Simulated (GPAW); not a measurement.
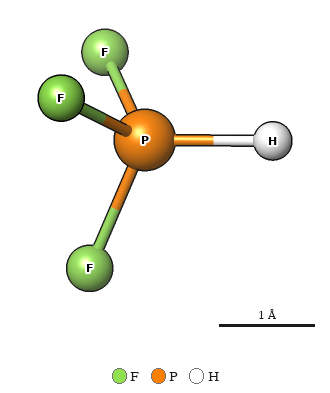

**Figure 1.** The input geometry (ball-and-stick view, seen at a tilt).

Property calculation, with input and output: PHF₃ (charge +1)

PHF₃, charge +1, computed with PBE/dzp, scalar-relativistic datasets (GPAW 26.7.0).

The geometry comes from this level: GFN2-xTB.

## Log
```
__  _  _
 | _ |_)|_||  |
 |__||  | ||/\| - 26.7.0

units:  Angstrom and eV
cores:  1
OpenMP: False

Versions:
  Python: 3.12.14
  ASE:    3.29.0
  Numpy:  2.5.5
  Scipy:  1.18.1
  Libxc:  7.0.0

        _gpaw.cpython-312-aarch64-linux-gnu.so

Input parameters:
  mode=LCAO(),
  basis={'default': 'dzp'},
  charge=1,
  h=0.18,
  maxiter=150,
  xc=XC(name='PBE')
        .--------------------------.
       /|                          |
      / |                          |
     /  |                          |
    /   |                          |
   /    |                          |
  /     |                          |
 *      |                          |
 |      |                          |
 |      |        F                 |
 |      |            H             |
 |      |         P                |
 |      |       F  F               |
 |      |                          |
 |      .--------------------------.
 |     /                          /
 |    /                          /
 |   /                          /
 |  /                          /
 | /                          /
 |/                          /
 *--------------------------*

Atoms  # Å, Bohr magnetons
|   | symbol |        x |        y |        z |    initial magnetic moments |
|---|--------|----------|----------|----------|-----------------------------|
| 0 |      F | 4.902960 | 5.732060 | 6.853740 | ( 0.0000,  0.0000,  0.0000) |
| 1 |      P | 5.629070 | 5.873010 | 5.521860 | ( 0.0000,  0.0000,  0.0000) |
| 2 |      F | 6.253740 | 4.500000 | 5.304960 | ( 0.0000,  0.0000,  0.0000) |
| 3 |      F | 4.500000 | 5.920780 | 4.500000 | ( 0.0000,  0.0000,  0.0000) |
| 4 |      H | 6.512170 | 6.922710 | 5.454680 | ( 0.0000,  0.0000,  0.0000) |

Unit cell  # Å
| periodic |         x |         y |         z |   lengths |    angles |
|----------|-----------|-----------|-----------|-----------|-----------|
|       no | 11.012170 |  0.000000 |  0.000000 | 11.012170 | 90.000000 |
|       no |  0.000000 | 11.422710 |  0.000000 | 11.422710 | 90.000000 |
|       no |  0.000000 |  0.000000 | 11.353740 | 11.353740 | 90.000000 |

Number of symmetries: 1
Symmetry operations  # r_c * U_cc + t_c -> r_c
|   | kind |            matrix            |
|---|------|------------------------------|
| 0 |  E   |  1, 0, 0,  0, 1, 0,  0, 0, 1 |

BZ-sampling:
  Number of BZ points: 1
  Number of IBZ points: 1

  Monkhorst-Pack size: [1, 1, 1]
  Monkhorst-Pack shift: [0, 0, 0]

K-points  # in reciprocal-cell coordinates
|   |                                coordinates |     weight |
|---|--------------------------------------------|------------|
| 0 | (  0.00000000,   0.00000000,   0.00000000) | 1.00000000 |

basis functions: 57
Spin-components: 1 (collinear spins)
Bands:           17
Projectors:      23
Spin-degeneracy: 2
Datatype:        <class 'float'>

  Storage: CPU
  Wave functions: 7_752 bytes (7_752 per core)

Parallelization:
  kpt:    1
  domain: 1
  band:   1

Density:
  Valence electrons: 27.0
  Components: 1
  Grid points: [60 64 64]
  Charge: 1.0  # |e|

Potential:
  Grid points: [60 64 64]

species:
  F:
    name:    Fluorine
    Z:       9.0
    valence: 7
    core:    2
    charge:  0.0  # [|e|]
    file:    F.PBE.gz
    compensation charges:
      type: gauss
      rc: 0.20  # [Å]
      lmax: 2
    cutoffs:
      filter: 1.14  # [Å]
      core: 0.74  # [Å]
    projectors
    | kind |    occ | energy [eV] | rcut [Å] |
    |------|--------|-------------|----------|
    |   2s |  2.000 |     -29.898 |    0.635 |
    |   2p |  5.000 |     -11.110 |    0.635 |
    |    s |        |      -2.687 |    0.635 |
    |    p |        |      16.102 |    0.635 |
    |    d |        |       0.000 |    0.635 |

    LCAO basis set for F:
      Name: dzp
      File: F.dzp.basis.gz
      Number of radial functions: 5
      Number of spherical harmonics: 13
        l=0, rc=3.8594 Bohr: 2s-sz confined orbital
        l=1, rc=4.8750 Bohr: 2p-sz confined orbital
        l=0, rc=2.0156 Bohr: 2s-dz split-valence wave
        l=1, rc=2.6094 Bohr: 2p-dz split-valence wave
        l=2, rc=4.8750 Bohr: d-type Gaussian polarization
      Number of RI-basis functions 0

  P:
    name:    Phosphorus
    Z:       15.0
    valence: 5
    core:    10
    charge:  0.0  # [|e|]
    file:    P.PBE.gz
    compensation charges:
      type: gauss
      rc: 0.30  # [Å]
      lmax: 2
    cutoffs:
      filter: 1.69  # [Å]
      core: 1.81  # [Å]
    projectors
    | kind |    occ | energy [eV] | rcut [Å] |
    |------|--------|-------------|----------|
    |   3s |  2.000 |     -13.968 |    0.953 |
    |   3p |  3.000 |      -5.506 |    0.953 |
    |    s |        |      13.244 |    0.953 |
    |    p |        |      21.705 |    0.953 |
    |    d |        |       0.000 |    0.953 |

    LCAO basis set for P:
      Name: dzp
      File: P.dzp.basis.gz
      Number of radial functions: 5
      Number of spherical harmonics: 13
        l=0, rc=6.0938 Bohr: 3s-sz confined orbital
        l=1, rc=7.7031 Bohr: 3p-sz confined orbital
        l=0, rc=3.4375 Bohr: 3s-dz split-valence wave
        l=1, rc=4.4688 Bohr: 3p-dz split-valence wave
        l=2, rc=7.7031 Bohr: d-type Gaussian polarization
      Number of RI-basis functions 0

  H:
    name:    Hydrogen
    Z:       1.0
    valence: 1
    core:    0
    charge:  0.0  # [|e|]
    file:    H.PBE.gz
    compensation charges:
      type: gauss
      rc: 0.15  # [Å]
      lmax: 2
    cutoffs:
      filter: 0.85  # [Å]
      core: 0.53  # [Å]
    projectors
    | kind |    occ | energy [eV] | rcut [Å] |
    |------|--------|-------------|----------|
    |   1s |  1.000 |      -6.494 |    0.476 |
    |    s |        |      20.717 |    0.476 |
    |    p |        |       0.000 |    0.476 |

    LCAO basis set for H:
      Name: dzp
      File: H.dzp.basis.gz
      Number of radial functions: 3
      Number of spherical harmonics: 5
        l=0, rc=6.4219 Bohr: 1s-sz confined orbital
        l=0, rc=3.6094 Bohr: 1s-dz split-valence wave
        l=1, rc=6.4219 Bohr: p-type Gaussian polarization
      Number of RI-basis functions 0

Reference energy: -17457.646177  # eV

eigensolver:
  <gpaw.new.lcao.eigensolver.LCAOEigensolver object at 0xe1a957dd1a30>
density mixing:
  MSR1-Mixer
  Pratt-step length: 0.05
  Maximum mixing coefficient: 0.75
  Old densities: 10
  SVD Regularization: 0.005
  Good broyden scale: 1.0
  Trust region scale: 1.0
  Backstep threshold: 4.0
  History deletion threshold: 6.0
  Fourier metric: weight=20.0, sigma=0.015

occupation numbers:
  # Zero width

FastPoissonSolver using
    Stencil: 6*3+1=19 point O(h^6) finite-difference Laplacian
    FFT axes: []
    FST axes: [np.int64(0), np.int64(1), np.int64(2)]

xc functional:
  name: PBE with 2 nearest neighbor stencil
interpolation: tri-quintic # 5. degree polynomial

        .--------------------------.
       /|                          |
      / |                          |
     /  |                          |
    /   |                          |
   /    |                          |
  /     |                          |
 *      |                          |
 |      |                          |
 |      |        F                 |
 |      |            H             |
 |      |         P                |
 |      |       F  F               |
 |      |                          |
 |      .--------------------------.
 |     /                          /
 |    /                          /
 |   /                          /
 |  /                          /
 | /                          /
 |/                          /
 *--------------------------*

Atoms  # Å, Bohr magnetons
|   | symbol |        x |        y |        z |    initial magnetic moments |
|---|--------|----------|----------|----------|-----------------------------|
| 0 |      F | 4.902960 | 5.732060 | 6.853740 | ( 0.0000,  0.0000,  0.0000) |
| 1 |      P | 5.629070 | 5.873010 | 5.521860 | ( 0.0000,  0.0000,  0.0000) |
| 2 |      F | 6.253740 | 4.500000 | 5.304960 | ( 0.0000,  0.0000,  0.0000) |
| 3 |      F | 4.500000 | 5.920780 | 4.500000 | ( 0.0000,  0.0000,  0.0000) |
| 4 |      H | 6.512170 | 6.922710 | 5.454680 | ( 0.0000,  0.0000,  0.0000) |

Unit cell  # Å
| periodic |         x |         y |         z |   lengths |    angles |
|----------|-----------|-----------|-----------|-----------|-----------|
|       no | 11.012170 |  0.000000 |  0.000000 | 11.012170 | 90.000000 |
|       no |  0.000000 | 11.422710 |  0.000000 | 11.422710 | 90.000000 |
|       no |  0.000000 |  0.000000 | 11.353740 | 11.353740 | 90.000000 |

Number of symmetries: 1
Symmetry operations  # r_c * U_cc + t_c -> r_c
|   | kind |            matrix            |
|---|------|------------------------------|
| 0 |  E   |  1, 0, 0,  0, 1, 0,  0, 0, 1 |

BZ-sampling:
  Number of BZ points: 1
  Number of IBZ points: 1

  Monkhorst-Pack size: [1, 1, 1]
  Monkhorst-Pack shift: [0, 0, 0]

K-points  # in reciprocal-cell coordinates
|   |                                coordinates |     weight |
|---|--------------------------------------------|------------|
| 0 | (  0.00000000,   0.00000000,   0.00000000) | 1.00000000 |

basis functions: 57
Spin-components: 1 (collinear spins)
Bands:           17
Projectors:      23
Spin-degeneracy: 2
Datatype:        <class 'float'>

  Storage: CPU
  Wave functions: 7_752 bytes (7_752 per core)

Parallelization:
  kpt:    1
  domain: 1
  band:   1

Density:
  Valence electrons: 27.0
  Components: 1
  Grid points: [60 64 64]
  Charge: 1.0  # |e|

Potential:
  Grid points: [60 64 64]

species:
  F:
    name:    Fluorine
    Z:       9.0
    valence: 7
    core:    2
    charge:  0.0  # [|e|]
    file:    F.PBE.gz
    compensation charges:
      type: gauss
      rc: 0.20  # [Å]
      lmax: 2
    cutoffs:
      filter: 1.14  # [Å]
      core: 0.74  # [Å]
    projectors
    | kind |    occ | energy [eV] | rcut [Å] |
    |------|--------|-------------|----------|
    |   2s |  2.000 |     -29.898 |    0.635 |
    |   2p |  5.000 |     -11.110 |    0.635 |
    |    s |        |      -2.687 |    0.635 |
    |    p |        |      16.102 |    0.635 |
    |    d |        |       0.000 |    0.635 |

    LCAO basis set for F:
      Name: dzp
      File: F.dzp.basis.gz
      Number of radial functions: 5
      Number of spherical harmonics: 13
        l=0, rc=3.8594 Bohr: 2s-sz confined orbital
        l=1, rc=4.8750 Bohr: 2p-sz confined orbital
        l=0, rc=2.0156 Bohr: 2s-dz split-valence wave
        l=1, rc=2.6094 Bohr: 2p-dz split-valence wave
        l=2, rc=4.8750 Bohr: d-type Gaussian polarization
      Number of RI-basis functions 0

  P:
    name:    Phosphorus
    Z:       15.0
    valence: 5
    core:    10
    charge:  0.0  # [|e|]
    file:    P.PBE.gz
    compensation charges:
      type: gauss
      rc: 0.30  # [Å]
      lmax: 2
    cutoffs:
      filter: 1.69  # [Å]
      core: 1.81  # [Å]
    projectors
    | kind |    occ | energy [eV] | rcut [Å] |
    |------|--------|-------------|----------|
    |   3s |  2.000 |     -13.968 |    0.953 |
    |   3p |  3.000 |      -5.506 |    0.953 |
    |    s |        |      13.244 |    0.953 |
    |    p |        |      21.705 |    0.953 |
    |    d |        |       0.000 |    0.953 |

    LCAO basis set for P:
      Name: dzp
      File: P.dzp.basis.gz
      Number of radial functions: 5
      Number of spherical harmonics: 13
        l=0, rc=6.0938 Bohr: 3s-sz confined orbital
        l=1, rc=7.7031 Bohr: 3p-sz confined orbital
        l=0, rc=3.4375 Bohr: 3s-dz split-valence wave
        l=1, rc=4.4688 Bohr: 3p-dz split-valence wave
        l=2, rc=7.7031 Bohr: d-type Gaussian polarization
      Number of RI-basis functions 0

  H:
    name:    Hydrogen
    Z:       1.0
    valence: 1
    core:    0
    charge:  0.0  # [|e|]
    file:    H.PBE.gz
    compensation charges:
      type: gauss
      rc: 0.15  # [Å]
      lmax: 2
    cutoffs:
      filter: 0.85  # [Å]
      core: 0.53  # [Å]
    projectors
    | kind |    occ | energy [eV] | rcut [Å] |
    |------|--------|-------------|----------|
    |   1s |  1.000 |      -6.494 |    0.476 |
    |    s |        |      20.717 |    0.476 |
    |    p |        |       0.000 |    0.476 |

    LCAO basis set for H:
      Name: dzp
      File: H.dzp.basis.gz
      Number of radial functions: 3
      Number of spherical harmonics: 5
        l=0, rc=6.4219 Bohr: 1s-sz confined orbital
        l=0, rc=3.6094 Bohr: 1s-dz split-valence wave
        l=1, rc=6.4219 Bohr: p-type Gaussian polarization
      Number of RI-basis functions 0

Reference energy: -17457.646177  # eV

eigensolver:
  <gpaw.new.lcao.eigensolver.LCAOEigensolver object at 0xe1a957c61a60>
density mixing:
  MSR1-Mixer
  Pratt-step length: 0.05
  Maximum mixing coefficient: 0.75
  Old densities: 10
  SVD Regularization: 0.005
  Good broyden scale: 1.0
  Trust region scale: 1.0
  Backstep threshold: 4.0
  History deletion threshold: 6.0
  Fourier metric: weight=20.0, sigma=0.015

occupation numbers:
  # Zero width

FastPoissonSolver using
    Stencil: 6*3+1=19 point O(h^6) finite-difference Laplacian
    FFT axes: []
    FST axes: [np.int64(0), np.int64(1), np.int64(2)]

xc functional:
  name: PBE with 2 nearest neighbor stencil
interpolation: tri-quintic # 5. degree polynomial

Initialization done in: 4.637 s

convergence criteria:
- Maximum [total energy] change in last 3 cyles: 0.0005 eV / valence electron
- Maximum integral of absolute [dens]ity change: 0.0001 electrons / valence electron
- Maximum integral of absolute [eigenst]ate change: 4e-08 eV^2 / valence electron
maximum number of iterations: 150

SCF iterations
|iter     |     time |      energy | eigst |  dens |
|---------|----------|-------------|-------|-------|
|iter:   1| 00:00:05 |  -14.786430 |      c|       |
|iter:   2| 00:00:06 |  -14.062750 |      c| -0.86 |
|iter:   3| 00:00:06 |  -11.817904 |      c| -0.91 |
|iter:   4| 00:00:07 |  -11.788690 |      c| -1.55 |
|iter:   5| 00:00:07 |  -11.783909 |      c| -1.85 |
|iter:   6| 00:00:08 |  -11.783814c|      c| -2.77 |
|iter:   7| 00:00:08 |  -11.783811c|      c| -3.57 |
|iter:   8| 00:00:09 |  -11.783811c|      c| -4.29c|

Converged in 8 steps
SCF loop duration: 3.785 s (0.473 s/step)
Energy contributions relative to reference atoms: (reference = -17457.646177)

Energy contributions:
  Kinetic:          13.004912
  Coulomb:          -9.229331
  Zero:              0.527923
  External:          0.000000
  Xc:              -16.087315
  Entropy:           0.000000
  Spinorbit:         0.000000
  ----------------------------
  Free energy:     -11.783811
  Extrapolated:    -11.783811

dipole moment: (5.819909, 6.100318, 5.506201)  # |e|*Ang

Fermi level: -12.963
Eigenvalues  # (at kpt = [0.000, 0.000, 0.000])
| band index |      eig [eV] | occ [0-2] |
|------------|---------------|-----------|
|          0 |       -40.253 |     2.000 |
|        ... |               |           |
|          5 |       -21.403 |     2.000 |
|          6 |       -21.399 |     2.000 |
|          7 |       -19.205 |     2.000 |
|          8 |       -19.202 |     2.000 |
|          9 |       -18.377 |     2.000 |
|         10 |       -18.251 |     2.000 |
|         11 |       -18.245 |     2.000 |
|         12 |       -17.715 |     2.000 |
|         13 |        -8.212 |     0.000 |
|         14 |        -8.210 |     0.000 |
|         15 |        -7.341 |     0.000 |
|         16 |        -4.367 |     0.000 |

Gap: 9.503 eV
Transition (v -> c):
  (s=0, k=0, n=12, [0.00, 0.00, 0.00]) -> (s=0, k=0, n=13, [0.00, 0.00, 0.00])
No difference between direct/indirect transitions
vacuum-level: 0.000  # V
Energy: -11.78381 eV

Forces  # eV/Ang
|        x |        y |        z |
|----------|----------|----------|
| -0.21191 |  0.58889 |  1.18429 |  # F    0
| -1.31866 | -1.60951 |  0.07586 |  # P    1
|  1.13904 | -0.59033 | -0.27744 |  # F    2
| -0.50865 |  0.80284 | -0.94041 |  # F    3
|  0.83129 |  0.98713 | -0.06542 |  # H    4

Force computation time: 0.136  # s
Forces (eV/Ang)
F    -0.2119    0.5889    1.1843
P    -1.3187   -1.6095    0.0759
F     1.1390   -0.5903   -0.2774
F    -0.5087    0.8028   -0.9404
H     0.8313    0.9871   -0.0654
HOMO                    -17.715 eV
LUMO: -8.212 eV
Gap                     9.503 eV
```

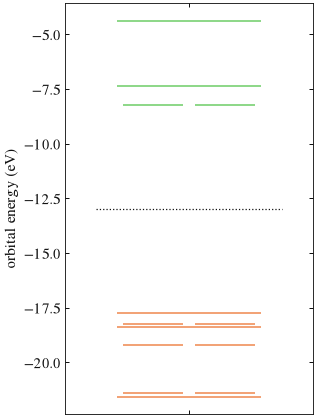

**Figure 2.** Orbital energies near the frontier; the dotted line parts filled from empty levels, and levels within 0.02 eV of each other stand side by side. Highest filled −17.71 eV, lowest empty −8.21 eV, 9.50 eV apart.

This output came from the following input.

## Input file (run.py)
```python
from ase.io import read
from gpaw import GPAW

mol = read('molecule.xyz')
mol.center(vacuum=4.5)

gpaw_calc = GPAW(mode='lcao',
                 basis='dzp',
                 h=0.18,
                 xc='PBE',
                 charge=1,
                 maxiter=150,
                 txt='-')
mol.calc = gpaw_calc

energy = mol.get_potential_energy()
print(f'Energy: {energy:.5f} eV')
forces = mol.get_forces()
print('Forces (eV/Ang)')
for symbol, f in zip(mol.symbols, forces):
    print(f'{symbol:2} {f[0]:9.4f} {f[1]:9.4f} {f[2]:9.4f}')
homo, lumo = gpaw_calc.get_homo_lumo()
print(f'HOMO                    {homo:.3f} eV')
print(f'LUMO: {lumo:.3f} eV')
print(f'Gap                     {lumo - homo:.3f} eV')
```

## File molecule.xyz
```
5

F     -0.656630    -0.057650     1.326690
P      0.069480     0.083300    -0.005190
F      0.694150    -1.289710    -0.222090
F     -1.059590     0.131070    -1.027050
H      0.952580     1.133000    -0.072370
```

Launched with:
```bash
OMP_NUM_THREADS=1 python run.py
```

## Results in brief

```tsv
quantity	value
outcome	converged
energy relative to the program's reference atoms	−11.7838 eV
basis functions	57
largest force	2.082 eV/Å
HOMO	−17.71 eV
LUMO	−8.21 eV
hardware	1 thread of Arm Neoverse V1, 112 GiB of memory available, shared host
wall time	9.3 s
peak memory	0.67 GiB
```
